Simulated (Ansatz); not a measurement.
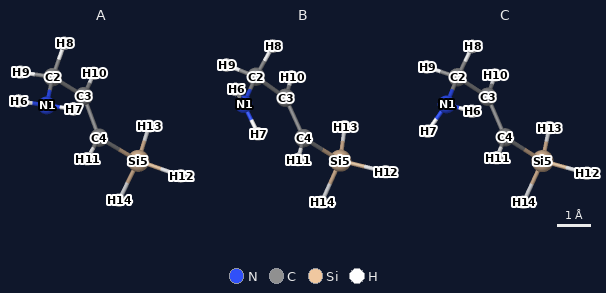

3 geometries from a converged minimum-energy path of C3H9NSi, shuffled. A ball-and-stick model, seen from a free direction.

Theory: RKS PBE-D4/6-31G (Ansatz). Set-up: 5 movable images; climbing image; force threshold 0.05 eV/Å; iteration limit 60; starting path by image-dependent pair potential.

Which of them lies highest in energy?

B. In order along the path, whose images run from 0 to 6: C (image 0, 0.0 kJ/mol), B (image 3, +18.5 kJ/mol), A (image 6, +4.2 kJ/mol). The motion is a rotation about the N1–C2 bond by about 135°. No bond forms or breaks between the ends. Among the angles between lasting bonds that change up to the highest image: N1–C2–H8 108.4° → 112.1°, C2–N1–H7 115.3° → 118.6°.
